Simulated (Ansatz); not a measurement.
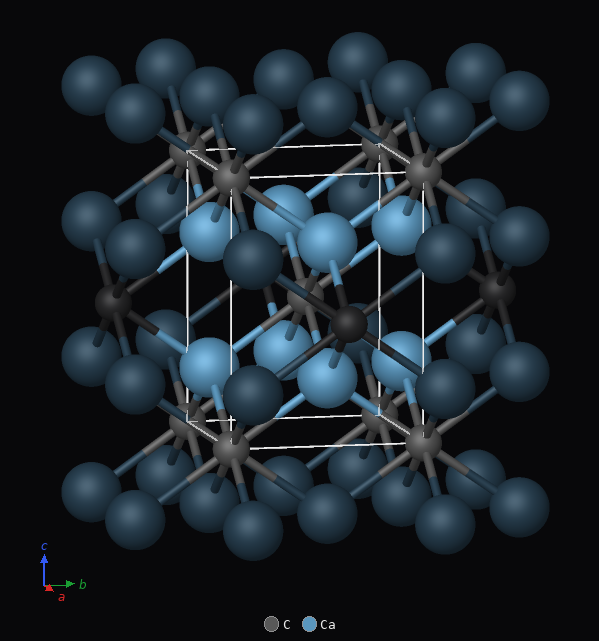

An orthographic ball-and-stick view of the structure, slightly off an axis. Thin lines show the conventional unit cell, with boundary atoms drawn in all their periodic places. Atoms outside the box are added where they are bonded to one inside, in fainter colours.

Ca₂C, space group I4/mmm (No. 139), a = 4.424 Å, b = 4.424 Å, c = 6.151 Å, α = 90.00°, β = 90.00°, γ = 90.00°. Origin of the cell: a structure type filled with these elements by a generator (whether the compound takes this form wasn't checked). The cell was then strained or its atoms displaced on purpose. It was run through Ansatz as a DFT input.

This one geometry was computed with Ansatz (DFT, plane waves, PAW) at three levels of theory: r2SCAN, HSE06 and PBE. It was relaxed with r2SCAN and then strained.

How does the band gap change with the level of theory?

Answer. PBE: a gap of 0.13 eV, direct; r2SCAN: a gap of 0.33 eV, direct; HSE06: a gap of 0.74 eV, direct.

Collect the results in a table.

Answer.
| level | cutoff (eV) | k-mesh of the run's cell | gap (eV) | pressure (GPa) |
| --- | --- | --- | --- | --- |
| r2SCAN | 500 | 8×8×8 | 0.33 | 1.0 |
| HSE06 | 420 | 6×6×6 | 0.74 | 1.4 |
| PBE | 420 | 8×8×8 | 0.13 | 1.7 |

Gaps are taken on the k-mesh or band path of each run.
